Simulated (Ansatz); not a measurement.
## Geometry relaxation, with input and output: SiNH8OF (part 1 of 2)

System: SiNH8OF.
Method: RKS PBE0-D4/def2-SVP (Ansatz 0.2.0).

The input holds or restrains some coordinates. Forces given for the steps count only the free coordinates. Figures and captions count atoms from 1; the log counts them from 0 in places.

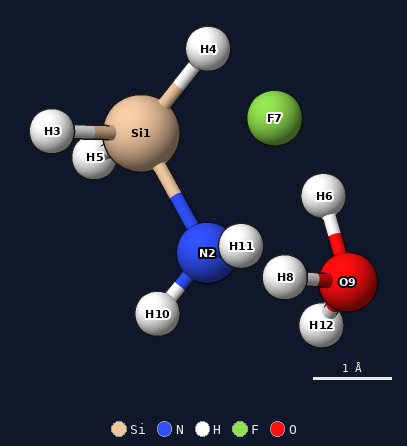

Figure 1. The structure as given in the input (ball-and-stick view, seen at a tilt; atoms are numbered from 1 in the order of the input). Bond lengths as drawn: H–N 1.01 Å, H–O 0.96 to 1.19 Å, H–Si 1.45 to 1.49 Å and N–Si 1.82 Å.

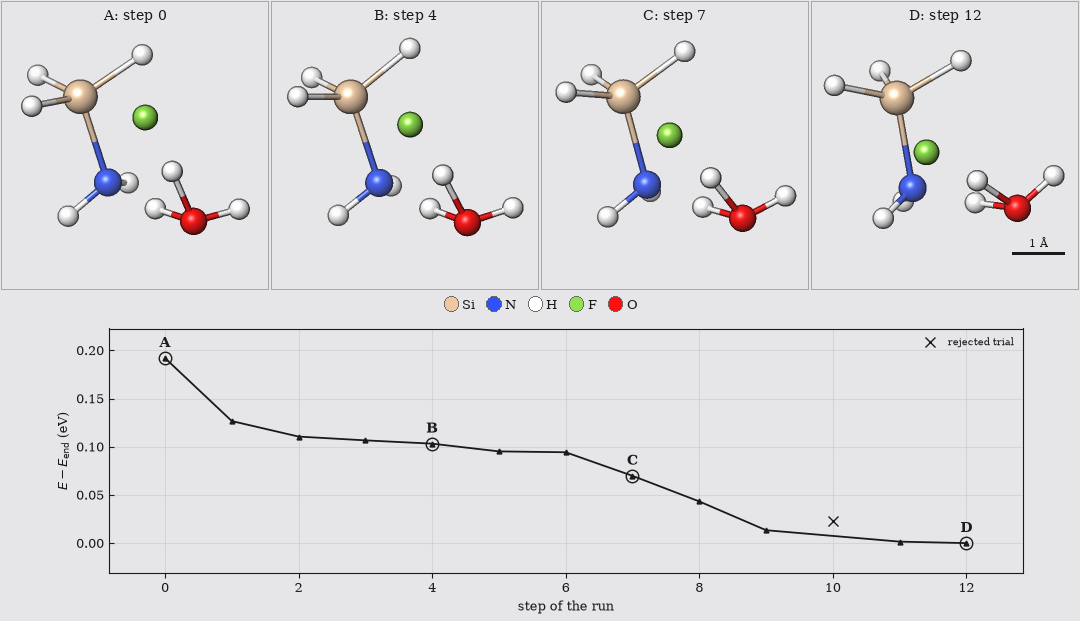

Figure 2. Frames of the restrained relaxation (ball-and-stick view, seen at a tilt) above the curves, on which the letters mark them (the first geometry is step 0 here and step 1 in the log).

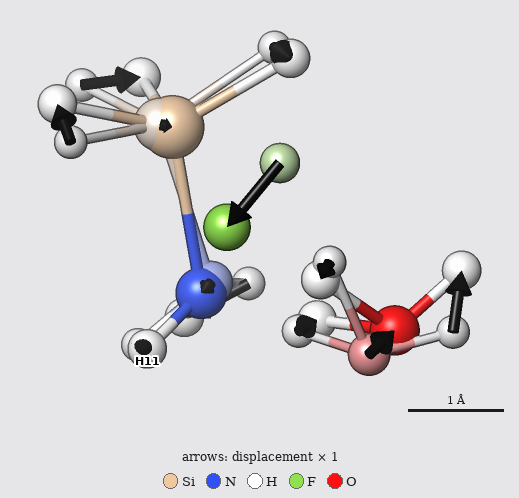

Figure 3. Start (faint) and end (solid) with the displacements as black arrows, at true length (ball-and-stick view, seen at a tilt). The two geometries are laid on each other by the best rigid fit. Over 12 geometry steps the energy falls by 0.192 eV. The largest force component goes from 0.68 to 0.027 eV/Å. The line search rejected the trial step at point 10 (counted from 0) and went back. F7 moves most after the best rigid fit: 0.88 Å. By element the largest moves are F 0.88 Å, H 0.77 Å, O 0.47 Å, N 0.17 Å, Si 0.13 Å. Among the contacts that change: Si1–H5 1.453 → 1.487 Å, Si1–H4 1.448 → 1.482 Å, Si1–H3 1.488 → 1.509 Å, N2–H10 1.011 → 1.019 Å. Among the angles that change: H4–Si1–H5 131.7° → 117.6°, N2–Si1–H4 106.3° → 114.5°, N2–Si1–H5 104.5° → 112.5°. (Atoms are counted from 1 in the order of the input.)

The input that produced these results follows, with the program's output.

**Input**
```yaml
crystal:
  periodic: [false, false, false]
  atoms:
    - {symbol: Si, position_ang: [-1.116400, 0.467900, -0.770800]}
    - {symbol: N, position_ang: [0.252200, -0.724900, -0.690400]}
    - {symbol: H, position_ang: [-1.593800, 0.291500, -2.169300]}
    - {symbol: H, position_ang: [-2.175600, -0.073100, 0.055000]}
    - {symbol: H, position_ang: [-0.466000, 1.766900, -0.779400]}
    - {symbol: H, position_ang: [0.412900, 0.307300, 1.682700]}
    - {symbol: F, position_ang: [-0.558900, 0.950000, 1.467500]}
    - {symbol: H, position_ang: [0.951700, -0.606800, 0.464400]}
    - {symbol: O, position_ang: [1.384000, -0.357100, 1.515800]}
    - {symbol: H, position_ang: [0.894400, -0.615900, -1.463500]}
    - {symbol: H, position_ang: [-0.085800, -1.677100, -0.710200]}
    - {symbol: H, position_ang: [2.101400, 0.271400, 1.398200]}
basis:
  gaussian: {orbitals: def2-SVP}
hamiltonian: {xc: pbe0, dispersion: d4}
relax: {f_tol: 0.04, max_steps: 150, escape_saddle: false, constraints: [{distance: [0, 6]}, {distance: [5, 8]}, {distance: [1, 7]}, {distance: [0, 1]}, {distance: [5, 6]}, {distance: [7, 8]}]}
```

Launched with:
```bash
ansatz run in.yaml --threads 4 --pin off --events-out ev --progress --plain --max-ram 9574MiB
```

**What the program printed**
```
Functional definition: PBE0
  name "PBE0"
  cite "Adamo & Barone, J. Chem. Phys. 110, 6158 (1999) doi:10.1063/1.478522"
  cite "Perdew, Burke & Ernzerhof, Phys. Rev. Lett. 77, 3865 (1996) doi:10.1103/PhysRevLett.77.3865"
  parent pbe
  parameter a = 0.25
  parameter kappa = 0.804
  parameter beta = 0.06672455060314922
  exchange = (1 - a)*pbe_x(kappa = kappa, mu = beta*pi^2/3) + a*exact_x
  correlation = pbe_c(beta = beta)
1056 factors; integrals over basis functions are off by at most 4.2e-4 eV
mean field evaluation 1: about -14238.5418 eV, gradient 6.1e1 eV
mean field evaluation 2: about -14234.7849 eV, gradient 7.5e1 eV
mean field evaluation 4: about -14244.8845 eV, gradient 1.6e0 eV
mean field evaluation 8: about -14244.9089 eV, gradient 4.9e-2 eV
mean field -14244.90885920 eV, -523.4907450295 hartree, gradient 4.2e-5 eV, S^2 0.000000; 0 other end points of the search recorded, 0 dependent functions left out
the calculation of the forces begins
reference -14244.90888521 eV, -523.4907459856 hartree; 23, 23 occupied and 77, 77 virtual orbitals, 1056 factors
relax step   1: F+E_penalty+E_count = -14245.06553976 eV  Δ(F+E_penalty+E_count) = +0.000e0 eV  max|allowed force component| = 6.783e-1 eV/Å  Δτ_max = 0.0000 Å  (25 SCF iters, accepted)
  distance Si 0 - F 6 held at 2.356526 Å   reaction = +1.9945e-1 eV/Å
  distance H 5 - O 8 held at 1.188410 Å   reaction = +5.4188e-2 eV/Å
  distance N 1 - H 7 held at 1.355290 Å   reaction = +3.7487e-1 eV/Å
  distance Si 0 - N 1 held at 1.817224 Å   reaction = +2.7062e-1 eV/Å
  distance H 5 - F 6 held at 1.184808 Å   reaction = +1.0919e0 eV/Å
  distance H 7 - O 8 held at 1.163905 Å   reaction = +7.1279e-1 eV/Å
these checks for a lower state are left out or cut short: starts, cluster_reference, orbital_swaps, neighbouring_geometries, increment
1056 factors; integrals over basis functions are off by at most 5.0e-4 eV
mean field evaluation 16: about -14244.9232 eV, gradient 3.4e0 eV
mean field -14244.97484924 eV, -523.4931701187 hartree, gradient 9.5e-6 eV, S^2 0.000000; 0 other end points of the search recorded, 0 dependent functions left out
[... from here on the field's lines of each further geometry are left out, up to the last ...]
relax step   2: F+E_penalty+E_count = -14245.13084967 eV  Δ(F+E_penalty+E_count) = -6.531e-2 eV  max|allowed force component| = 1.399e-1 eV/Å  Δτ_max = 0.0879 Å  (28 SCF iters, accepted)
relax step   3: F+E_penalty+E_count = -14245.14694832 eV  Δ(F+E_penalty+E_count) = -1.610e-2 eV  max|allowed force component| = 1.052e-1 eV/Å  Δτ_max = 0.0696 Å  (27 SCF iters, accepted)
relax step   4: F+E_penalty+E_count = -14245.15086580 eV  Δ(F+E_penalty+E_count) = -3.917e-3 eV  max|allowed force component| = 6.380e-2 eV/Å  Δτ_max = 0.0391 Å  (29 SCF iters, accepted)
relax step   5: F+E_penalty+E_count = -14245.15428581 eV  Δ(F+E_penalty+E_count) = -3.420e-3 eV  max|allowed force component| = 2.341e-1 eV/Å  Δτ_max = 0.0943 Å  (28 SCF iters, accepted)
relax step   6: F+E_penalty+E_count = -14245.16230952 eV  Δ(F+E_penalty+E_count) = -8.024e-3 eV  max|allowed force component| = 2.480e-1 eV/Å  Δτ_max = 0.1099 Å  (27 SCF iters, accepted)
relax step   7: F+E_penalty+E_count = -14245.16320623 eV  Δ(F+E_penalty+E_count) = -8.967e-4 eV  max|allowed force component| = 7.413e-1 eV/Å  Δτ_max = 0.1717 Å  (27 SCF iters, accepted)
relax step   8: F+E_penalty+E_count = -14245.18766021 eV  Δ(F+E_penalty+E_count) = -2.445e-2 eV  max|allowed force component| = 3.816e-1 eV/Å  Δτ_max = 0.0277 Å  (29 SCF iters, accepted)
relax step   9: F+E_penalty+E_count = -14245.21421207 eV  Δ(F+E_penalty+E_count) = -2.655e-2 eV  max|allowed force component| = 2.055e-1 eV/Å  Δτ_max = 0.2000 Å  (26 SCF iters, accepted)
relax step  10: F+E_penalty+E_count = -14245.24406333 eV  Δ(F+E_penalty+E_count) = -2.985e-2 eV  max|allowed force component| = 1.091e-1 eV/Å  Δτ_max = 0.1998 Å  (27 SCF iters, accepted)
relax step  11: F+E_penalty+E_count = -14245.23469001 eV  Δ(F+E_penalty+E_count) = +9.373e-3 eV  max|allowed force component| = 5.355e-1 eV/Å  Δτ_max = 0.1958 Å  (29 SCF iters, rejected (line search))
relax step  12: F+E_penalty+E_count = -14245.25591404 eV  Δ(F+E_penalty+E_count) = -1.185e-2 eV  max|allowed force component| = 8.868e-2 eV/Å  Δτ_max = 0.0979 Å  (27 SCF iters, accepted)
the calculation of the forces begins
reference -14245.09683481 eV, -523.4976530057 hartree; 23, 23 occupied and 77, 77 virtual orbitals, 1056 factors
relax step  13: F+E_penalty+E_count = -14245.25745541 eV  Δ(F+E_penalty+E_count) = -1.541e-3 eV  max|allowed force component| = 2.723e-2 eV/Å  Δτ_max = 0.0319 Å  (29 SCF iters, accepted)
  distance Si 0 - F 6 held at 2.356526 Å   reaction = +2.2826e-1 eV/Å
  distance H 5 - O 8 held at 1.188410 Å   reaction = -2.1388e-2 eV/Å
  distance N 1 - H 7 held at 1.355290 Å   reaction = -1.5310e-1 eV/Å
  distance Si 0 - N 1 held at 1.817224 Å   reaction = -9.0555e-2 eV/Å
  distance H 5 - F 6 held at 1.184808 Å   reaction = +8.1025e-1 eV/Å
  distance H 7 - O 8 held at 1.163905 Å   reaction = +4.0715e-1 eV/Å
1056 factors; integrals over basis functions are off by at most 5.2e-4 eV
mean field -14245.09680958 eV, -523.4976520788 hartree, gradient 1.0e-5 eV, S^2 0.000000; 1 other end points of the search recorded, 0 dependent functions left out
the calculation of the forces begins
reference -14245.09683481 eV, -523.4976530057 hartree; 23, 23 occupied and 77, 77 virtual orbitals, 1056 factors
Total energy: -14245.25748063 eV, -523.5035566310 hartree
Atom 0 at    -0.988423     0.514263    -0.756014 Å, force    -0.055973     0.001678     0.215796 eV/Å
Atom 1 at     0.183641    -0.866224    -0.604939 Å, force    -0.028826    -0.109922    -0.108901 eV/Å
Atom 2 at    -1.027614     0.662842    -2.257441 Å, force     0.004229     0.003983    -0.002500 eV/Å
Atom 3 at    -2.376804     0.188499    -0.353046 Å, force    -0.010569     0.012666    -0.004295 eV/Å
Atom 4 at    -0.416477     1.801676    -0.280407 Å, force     0.008789    -0.012167     0.004454 eV/Å
Atom 5 at     0.451485     0.096718     1.601416 Å, force    -0.827581     0.004464    -0.017187 eV/Å
Atom 6 at    -0.732196     0.102528     1.550073 Å, force     0.787304     0.038657    -0.185736 eV/Å
Atom 7 at     1.137758    -0.438862     0.257518 Å, force     0.263295     0.189963     0.452775 eV/Å
Atom 8 at     1.580706    -0.038149     1.256468 Å, force    -0.133832    -0.132121    -0.353461 eV/Å
Atom 9 at     0.480509    -1.270159    -1.492071 Å, force    -0.012135    -0.007173     0.000194 eV/Å
Atom 10 at    -0.231948    -1.596618    -0.024364 Å, force     0.002196     0.013046    -0.003451 eV/Å
Atom 11 at     1.939464     0.843585     1.102807 Å, force     0.003103    -0.003075     0.002312 eV/Å
Dipole moment:     0.421327    -0.180798    -0.509254 e Å
```

**Trajectory as extended XYZ (Å, eV, eV/Å), 13 frames, from step=1 to step=13**
```
12
Properties=species:S:1:pos:R:3:forces:R:3 step=1 energy=-14245.06554
Si   -1.1164    0.4679   -0.7708    0.5095  -0.1854   0.1599
N     0.2522   -0.7249   -0.6904    0.1509   0.0627   0.4547
H    -1.5938    0.2915   -2.1693   -0.1760  -0.0477  -0.4104
H    -2.1756   -0.0731    0.0550   -0.6078  -0.0256   0.3699
H    -0.4660    1.7669   -0.7794    0.0091   0.6783   0.0365
H     0.4129    0.3073    1.6827   -0.7696   0.6866  -0.1751
F    -0.5589    0.9500    1.4675    0.8059  -0.6944   0.0451
H     0.9517   -0.6068    0.4644    0.2978   0.2138   0.4075
O     1.3840   -0.3571    1.5158   -0.4095  -0.3291  -0.3475
H     0.8944   -0.6159   -1.4635    0.2182  -0.0251  -0.3867
H    -0.0858   -1.6771   -0.7102   -0.1246  -0.4573  -0.1119
H     2.1014    0.2714    1.3982    0.0961   0.1231  -0.0420
12
Properties=species:S:1:pos:R:3:forces:R:3 step=2 energy=-14245.13085
Si   -1.0994    0.4615   -0.7741   -0.1473   0.1929   0.1947
N     0.2667   -0.7339   -0.6887    0.2971  -0.0197   0.0823
H    -1.5957    0.2748   -2.1848    0.0306  -0.0644  -0.1362
H    -2.2203   -0.0210    0.0520   -0.1399   0.0383   0.0698
H    -0.5304    1.8253   -0.7924   -0.0249   0.1164   0.0411
H     0.4256    0.3017    1.6881   -0.8743   0.5623  -0.1889
F    -0.5590    0.9244    1.4725    0.8927  -0.6612  -0.0205
H     0.9901   -0.5800    0.4470    0.1576  -0.0052   0.5778
O     1.3901   -0.3720    1.5200   -0.1436  -0.0210  -0.4953
H     0.8918   -0.6444   -1.4888   -0.0227  -0.0403  -0.1167
H    -0.0765   -1.6934   -0.6920   -0.0246  -0.0866  -0.0244
H     2.1170    0.2571    1.4410   -0.0007  -0.0114   0.0165
```
